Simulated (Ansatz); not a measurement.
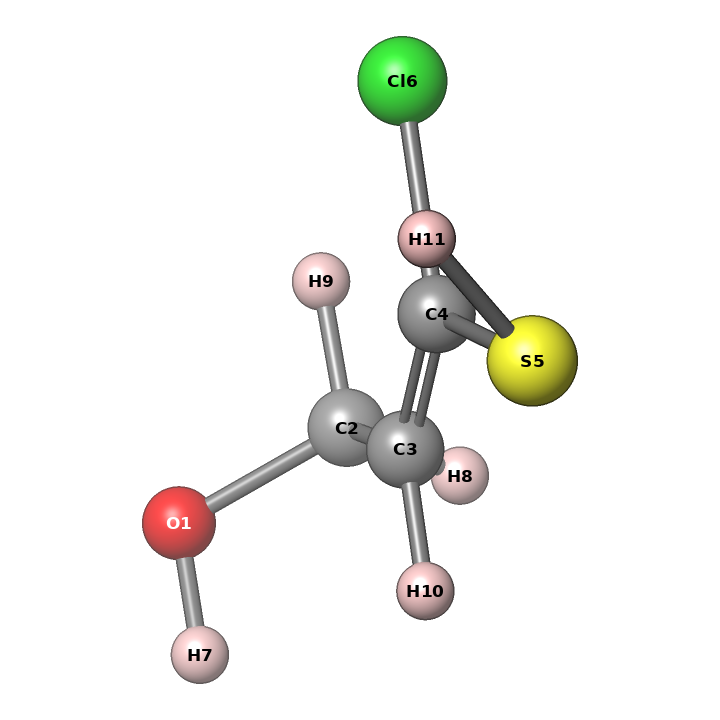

C2 lies behind C3. The molecule seen a little off the C3–C2 bond, C3 in front. Atoms fade into the background with distance from the viewer. The computed structure is the end point of a PBE0-D4/def2-TZVP optimisation. No frequency run is at hand to confirm it as a minimum.

Question: What is the torsion angle C4–C3–C2–O1? The sign is positive where the front bond must turn clockwise to cover the back bond.

Answer: −123°, anticlinal.
